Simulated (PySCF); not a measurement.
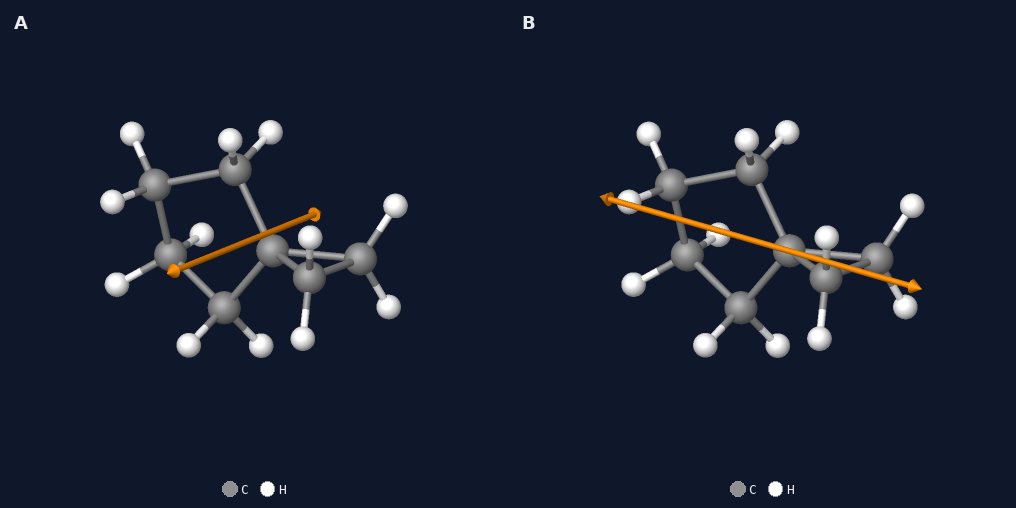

The double arrows show the directions of two transition dipoles from the ground state (lengths mean nothing). Computed geometry: GFN2-xTB optimisation. No frequency run is at hand to confirm it as a minimum. Method: TDDFT B3LYP/def2-SVPD, vertical, gas phase, core orbitals frozen in the response (PySCF 2.14.0).

One belongs to singlet state 1 and one to singlet state 6. Which is which?

Answer. A: state 1, 7.01 eV (177 nm), oscillator strength 0.020, mainly HOMO → LUMO (weight 0.97).
B: state 6, 7.96 eV (156 nm), oscillator strength 0.026, mainly HOMO−1 → LUMO+1 (weight 0.91).
